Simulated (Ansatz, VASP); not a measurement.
# Pt (Pt(110)) in two plane-wave programs, part 2 of 2

Wanted: the spread between two codes on one cell, functional and k mesh.  Valence electrons are named where the data sets of a main pair hold unlike numbers.

VASP 6.6.1 and Ansatz 0.2.0.

So far: Starting point; VASP: band structure, r2SCAN.

### Step 3. Ansatz: band structure, r2SCAN

Level of this step: Ansatz beside VASP: Kohn-Sham DFT, plane waves, r2SCAN (Ansatz).

Ansatz runs on its default PAW (the set named soft_2) files.

The same cell, functional, mesh and smearing now go to Ansatz, which takes its cutoff from its data sets.

input.yaml

```yaml
crystal:
  lattice:
    - [3.92, 0.0, 0.0]
    - [0.0, 2.7718585823, 0.0]
    - [0.0, 0.0, 26.3155757468]
  atoms:
    - { symbol: Pt, position: [0.0, 0.0, 0.3420027776] }
    - { symbol: Pt, position: [0.5, 0.5, 0.3946685184] }
    - { symbol: Pt, position: [0.0, 0.0, 0.4473342592] }
    - { symbol: Pt, position: [0.5, 0.5, 0.5] }
    - { symbol: Pt, position: [0.0, 0.0, 0.5526657408] }
    - { symbol: Pt, position: [0.5, 0.5, 0.6053314816] }
    - { symbol: Pt, position: [0.0, 0.0, 0.6579972224] }
hamiltonian:
  xc: r2scan
  pseudopotentials: { kind: paw }
kpoints:
  mp_grid: { grid: [11, 15, 1] }
  band_path:
    path:
      - [0.0, 0.0, 0.0]
      - [-0.07692, 0.0, 0.0]
      - [-0.15385, 0.0, 0.0]
      - [-0.26923, 0.0, 0.0]
      - [-0.34615, 0.0, 0.0]
      - [-0.42308, 0.0, 0.0]
      - [-0.5, 0.0, 0.0]
      - [-0.5, -0.07692, 0.0]
      - [-0.5, -0.19231, 0.0]
      - [-0.5, -0.26923, 0.0]
      - [-0.5, -0.34615, 0.0]
      - [-0.5, -0.46154, 0.0]
      - [-0.5, -0.5, 0.0]
      - [-0.42308, -0.5, 0.0]
      - [-0.30769, -0.5, 0.0]
      - [-0.23077, -0.5, 0.0]
      - [-0.11538, -0.5, 0.0]
      - [-0.03846, -0.5, 0.0]
      - [0.0, -0.5, 0.0]
      - [0.0, -0.38462, 0.0]
      - [0.0, -0.30769, 0.0]
      - [0.0, -0.23077, 0.0]
      - [0.0, -0.11538, 0.0]
      - [0.0, -0.03846, 0.0]
      - [-0.03846, -0.03846, 0.0]
      - [-0.11538, -0.11538, 0.0]
      - [-0.19231, -0.19231, 0.0]
      - [-0.30769, -0.30769, 0.0]
      - [-0.38462, -0.38462, 0.0]
      - [-0.5, -0.5, 0.0]
    npoints: 1
scf:
  occupations: { method: fermi_dirac, width: 0.1 }
  n_extra_bands: 9
efield:
  axis: 3
  dipole_correction: true
  ramp_width: 0.04
output:
  forces: true
  eigenvalues: true
```

Run with:

```bash
ansatz run input.yaml --threads 4 --pin off --max-ram 9216MiB --backend cpu --events-out ev --progress --plain --runs-dir out
```

Numbers of over 12 decimals in the logs are rounded to 6 here.

What it wrote:

```text
scf.n_extra_bands = 9 over 63 filled bands (N_el = 126.0): the run solves 72 bands
Engine: ansatz 0.2.0, aarch64-unknown-linux-gnu
Pseudopotentials: kind: paw
Pseudopotential: Pt, paw, valence charge 18, recommended cutoff 500 eV (meta_gga), Pt.paw.azcp
Functional definition: r2SCAN
  parameter k0 = 0.174
  parameter k1 = 0.065
  parameter a1 = 4.9479
  exchange = r2scan_x(k0 = k0, k1 = k1, a1 = a1)
  correlation = r2scan_c
Crystal: 7 atoms, lattice volume = 285.937 Å³
Basis set: ecut = 500 eV, 7195 PW (Γ), exchange–correlation on 120×96×768 points (64 copies of the dense FFT grid, shifted against one another)
Bands: 72, of which v1, the nominal top of the filled ones, is band 63 counted from 1 (62 counted from 0)
Symmetry: 4 space group operations
k-points: 48 of 165
Non-local potential: Pt, projectors of the file, l = 0: 3, l = 1: 2, l = 2: 2, l = 3: 1
PAW form: soft (Blöchl's): semilocal exchange-correlation on the pseudo side does not see the compensation charge
PAW frozen core: Pt, regenerated for the run's functional (the file was generated under x = pbe(κ = 0.804, μ = 0.219515), c = pbe(β = 0.066725))
PAW one-centre angular grid: Pt, 590 points (default); XC on 160 Gauss nodes
Initial density: superposition of atomic densities (neutral atoms: chi_scale 0, normalization atom), corrected by the library's trained network
Initial wavefunctions: pseudopotential atomic-orbital guess
Functional: x = r2scan, c = r2scan; τ floored in thin density (d = 2e-4 eV/Å³)
SCF iter   1: F=—  HF=-87754.762881 eV  |F-HF|=—  |Δ(HF+E_count)|=         —  Δρ=1.56e-2  dr2=3.82e0  dr2_τ=1.31e-1  ethr=1.77e-3  p=0.000 e·Å  D=1.95e-13 V/Å  ΔV_dip=-0.00 eV  dr2_dipole=1.39e-8  V_vac-E_F(+/−)=5.33/5.33 eV  ⟨swp⟩=7.7  Hψ=14508  notcnv=0  defer=9
efield: sawtooth ramp at fractional position 0.9800 (placed from the atoms, in the widest stretch of the axis that holds none; the zero of the levels goes with the place), width 0.0400; the density the first Hamiltonian is built on has a dipole p = 0.000 e·Å; the dipole correction subtracts the counter field D = 1.95e-13 V/Å, which shifts the + side's vacuum level by -0.00 eV against the − side's; the planar-averaged density in the ramp window peaks in size at 1.1e-5 e/Å³
preconditioner: auto → LDOS  [metal: Δε(μ)=0.003 eV  Ē_g=6.239 eV  σ=0.100 eV  W_gap=0.01  n_scr=62 (ndim 8)  ℏωp=18.4 eV  f_vac=0.572  D(μ)=11.47/eV (n_scr^D=86)  β→1.0]
SCF iter   2: F=—  HF=-87754.736463 eV  |F-HF|=—  |Δ(HF+E_count)|=   2.64e-2  Δρ=8.83e-3  dr2=3.01e-1  dr2_τ=4.89e-2  ethr=1.77e-3  p=0.000 e·Å  D=7.56e-6 V/Å  ΔV_dip=-0.00 eV  dr2_dipole=2.27e-7  V_vac-E_F(+/−)=5.23/5.23 eV  ⟨swp⟩=2.7  Hψ=5951  notcnv=0  defer=33
SCF iter   3: F=—  HF=-87754.710675 eV  |F-HF|=—  |Δ(HF+E_count)|=   2.58e-2  Δρ=3.68e-3  dr2=1.47e-1  dr2_τ=1.37e-2  ethr=2.39e-4  p=0.000 e·Å  D=1.74e-6 V/Å  ΔV_dip=-0.00 eV  dr2_dipole=4.06e-8  V_vac-E_F(+/−)=5.25/5.25 eV  ⟨swp⟩=2.1  Hψ=6228  notcnv=0  defer=33
SCF iter   4: F=—  HF=-87754.696465 eV  |F-HF|=—  |Δ(HF+E_count)|=   1.42e-2  Δρ=9.71e-4  dr2=4.04e-3  dr2_τ=2.40e-4  ethr=1.17e-4  p=0.000 e·Å  D=3.03e-6 V/Å  ΔV_dip=-0.00 eV  dr2_dipole=1.46e-8  V_vac-E_F(+/−)=5.27/5.27 eV  ⟨swp⟩=2.0  Hψ=5585  notcnv=0  defer=33
SCF iter   5: F=—  HF=-87754.696248 eV  |F-HF|=—  |Δ(HF+E_count)|=   2.17e-4  Δρ=4.94e-4  dr2=1.40e-3  dr2_τ=3.82e-5  ethr=3.21e-6  p=0.000 e·Å  D=1.52e-6 V/Å  ΔV_dip=-0.00 eV  dr2_dipole=3.57e-9  V_vac-E_F(+/−)=5.26/5.26 eV  ⟨swp⟩=2.5  Hψ=6039  notcnv=0  defer=31
SCF iter   6: F=—  HF=-87754.696247 eV  |F-HF|=—  |Δ(HF+E_count)|=   1.79e-6  Δρ=2.41e-4  dr2=3.33e-4  dr2_τ=5.07e-6  ethr=1.11e-6  p=0.000 e·Å  D=4.34e-7 V/Å  ΔV_dip=-0.00 eV  dr2_dipole=1.64e-10  V_vac-E_F(+/−)=5.26/5.26 eV  ⟨swp⟩=1.8  Hψ=4055  notcnv=0  defer=31
SCF iter   7: F=—  HF=-87754.696246 eV  |F-HF|=—  |Δ(HF+E_count)|=   4.40e-7  Δρ=8.31e-5  dr2=4.87e-5  dr2_τ=2.21e-6  ethr=2.64e-7  p=-0.000 e·Å  D=-1.74e-7 V/Å  ΔV_dip=0.00 eV  dr2_dipole=1.47e-11  V_vac-E_F(+/−)=5.26/5.26 eV  ⟨swp⟩=2.2  Hψ=4790  notcnv=0  defer=31
SCF iter   8: F=—  HF=-87754.696552 eV  |F-HF|=—  |Δ(HF+E_count)|=   3.06e-4  Δρ=2.16e-5  dr2=2.23e-6  dr2_τ=2.54e-7  ethr=3.86e-8  p=-0.000 e·Å  D=-1.72e-7 V/Å  ΔV_dip=0.00 eV  dr2_dipole=1.90e-11  V_vac-E_F(+/−)=5.27/5.27 eV  ⟨swp⟩=2.0  Hψ=5099  notcnv=0  defer=31
SCF iter   9: F=—  HF=-87754.696553 eV  |F-HF|=—  |Δ(HF+E_count)|=   3.69e-7  Δρ=6.34e-6  dr2=1.01e-7  dr2_τ=1.23e-8  ethr=1.77e-9  p=-0.000 e·Å  D=-1.10e-7 V/Å  ΔV_dip=0.00 eV  dr2_dipole=6.98e-12  V_vac-E_F(+/−)=5.27/5.27 eV  ⟨swp⟩=3.2  Hψ=6555  notcnv=0  defer=31
SCF iter  10: F=-87754.696553 eV  HF=-87754.696553 eV  |F-HF|=2.85e-8  |Δ(HF+E_count)|=   1.41e-7  Δρ=2.03e-6  dr2=9.26e-9  dr2_τ=1.02e-9  ethr=7.94e-11  p=-0.000 e·Å  D=-5.06e-8 V/Å  ΔV_dip=0.00 eV  dr2_dipole=1.16e-12  V_vac-E_F(+/−)=5.27/5.27 eV  ⟨swp⟩=10.7  Hψ=14725  notcnv=0
SCF 1 converged in 10 iterations: F = -87754.696553 eV  dr2 = 9.26e-9
  greatest PAW one-centre occupation: 1.000 electrons in one spin orbital (limit 2), on the Pt atom at site 4 (counted from 0), in its partial waves of l = 0
NSCF: frozen V_eff on 30 k-points
efield: sawtooth ramp at fractional position 0.9800 (kept from the solve that this one continues, or follows in the run), width 0.0400; the density the first Hamiltonian is built on has a dipole p = -0.000 e·Å; the dipole correction subtracts the counter field D = -5.06e-8 V/Å, which shifts the + side's vacuum level by +0.00 eV against the − side's; the planar-averaged density in the ramp window peaks in size at 1.2e-5 e/Å³
SCF converged after 10 iterations
Free energy (F): -87754.696553 eV
Harris-Foulkes:  -87754.696553 eV  (|F-HF|=2.85e-8)
Internal energy: -87754.304930 eV  (E = F + TS)
E sigma→0 (E₀):  -87754.500741 eV
Entropy (-TS):   -0.391623 eV (-55.946 meV/atom)
Fermi energy:    5.168410 eV
Dipole field:    D = -0.000001 V/Å  (p = -0.000002 e·Å, saw-weighted, corrected)
Work function:   Φ+ = 5.2655 eV   Φ− = 5.2655 eV
Levels:          The Fermi level and band energies are counted from a zero that moves with the ramp; work functions are not
--- Per-component energies (eV) ---
  E_band       = -3250.253027
  E_kinetic    = 4461.471022
  E_local      = -242463.804125  (includes V_loc(G=0)·N_el)
  E_nonlocal   = 1417.498631
  E_hartree    = 118812.844277
  E_xc         = -1746.224486
  E_vxc        = -2356.766728  (∫ρ·V_xc dr)
  E_paw        = -66360.384552  (= ΣΔE_a)
  E_vpaw       = -2085.631461  (= ΣTr[D̂ρ^β])
  E_aug_tail   = 0.001043  (compensation charges beyond the density's cutoff)
  E_vtau       = 151.274010  (kinetic-family band-sum trace: ∫τ·v_τ [+ j·A + Jᵃ·Aᵃ] dr)
  E_efield     = 0.000000  (sawtooth field / dipole correction)
  E_vefield    = 0.000000  (∫n·V_field dr)
  E_ewald      = 98125.913721
  E_core_change = -1.620461  (= ΣΔE_core)
  E_smearing   = -0.391623  (= −TS)
  E_closure    = -0.000000  (closes the sum)
  Σ components = -87754.696553   (vs F -87754.696553, Δ=0.00e0)
--- Forces (eV/Å), atoms counted from 1 ---
  atom   1  Pt     0.00000000     0.00000000     0.82839713
  atom   2  Pt     0.00000000     0.00000000    -1.12431492
  atom   3  Pt     0.00000000     0.00000000    -0.01766286
  atom   4  Pt     0.00000000     0.00000000    -0.00000020
  atom   5  Pt     0.00000000     0.00000000     0.01766280
  atom   6  Pt     0.00000000     0.00000000     1.12431491
  atom   7  Pt     0.00000000     0.00000000    -0.82839676
  max |Σ_I F_I| component: 9.53e-8 eV/Å
--- Band table (eV; the first three rows and the last of 48) ---
  k-point 0: bands = [... 59 lower, 4.4281, 4.6081, 4.7069, 5.0446, 5.0648, 5.3807, 5.4066, 5.6518, ... 5 higher]
  k-point 1: bands = [... 59 lower, 4.3338, 4.6555, 4.8407, 4.8532, 4.9261, 5.3864, 5.4678, 5.5465, ... 5 higher]
  k-point 2: bands = [... 59 lower, 4.1143, 4.6533, 4.7259, 4.7637, 4.7647, 5.3242, 5.6212, 5.6599, ... 5 higher]
  k-point 47: bands = [... 59 lower, 5.1998, 5.2183, 5.4180, 5.4652, 6.0595, 6.7241, 8.3244, 8.9566, ... 5 higher]
```

Run time: 2.1 min. Hardware: 4 threads of Arm Neoverse N1, shared host; peak memory 1.7 GiB; 8.3 min of CPU time.

### Step 4. Comparison

Known differences besides the potentials themselves: VASP keeps PBE cores, Ansatz makes them for the functional; the data sets hold 126 valence electrons in Ansatz (on its default PAW (the set named soft_2) files) and 70 in VASP; the cutoff is 500 eV in Ansatz and 300 eV in VASP (PREC = Normal). Total energies have different zeros and are not compared.

The two programs side by side:

```
                                   quantity  Ansatz  VASP  difference
 work function, lower of the two faces (eV)    5.27  5.25       +0.01
work function, higher of the two faces (eV)    5.27  5.25       +0.01
```

Forces (eV/Å; atoms numbered as in POSCAR):

```csv
atom,"Ansatz x, y, z","VASP x, y, z"
Pt1,"0.000, 0.000, 0.828","0.000, 0.000, 0.801"
Pt2,"0.000, 0.000, -1.124","0.000, 0.000, -1.141"
Pt3,"0.000, 0.000, -0.018","0.000, 0.000, -0.024"
Pt4,"0.000, 0.000, 0.000","0.000, 0.000, 0.000"
Pt5,"0.000, 0.000, 0.018","0.000, 0.000, 0.024"
Pt6,"0.000, 0.000, 1.124","0.000, 0.000, 1.141"
Pt7,"0.000, 0.000, -0.828","0.000, 0.000, -0.801"
```

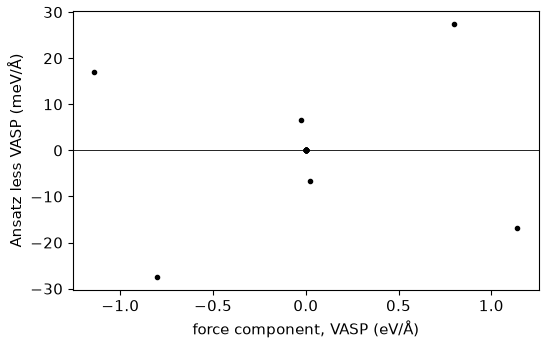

Difference of the force components against their size.

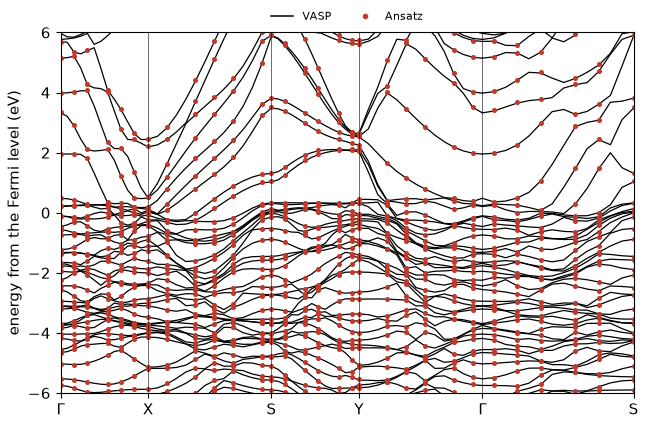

Bands from VASP (lines) and levels from Ansatz (dots). Dots without a line are higher empty bands that the VASP plot leaves out.

The forces differ by 10 meV/Å r.m.s., which is 2.4 % of the r.m.s. force of 0.430 eV/Å (both taken over all components). Levels from 3 eV below to 2 eV above the Fermi level differ by 6 meV r.m.s. and 26 meV at most; each VASP level is matched to the nearest of Ansatz, which flatters the figure a little. VASP's log warns that it found no field-free region in the vacuum, so its work functions are uncertain. With vacuum in the cell, a pressure given here is an average over mostly empty space and none of the material.

### Step 5. Outcome

```
r.m.s. difference of levels near the Fermi level (band structure, r2SCAN) : 5.8 meV
r.m.s. force difference (band structure, r2SCAN)                          : 2.4 % of the r.m.s. force
```

The r.m.s. force difference is 2.4 % of the r.m.s. force (band structure, r2SCAN), within the 3 % picked in this series as the mark of a large difference. The data sets hold unlike numbers of valence electrons (126 in Ansatz and 70 in VASP), so part of the differences comes from the potentials. Such differences can come from data sets, numerical settings and the points named under the comparisons, not from the functional's error against experiment.

[Lines on the potential files, build, host, timing and source positions are cut from VASP's logs without a mark.]

[Logs are printed without paths, hosts, clocks, repeated set-up lines and the standing remarks that a program may print on its own settings, such as how far it seeks lower states.]

[Hosts, paths, dates, database ids (printed as entryN), source tags and the programs' standing remarks are cut or masked in the printed files.]
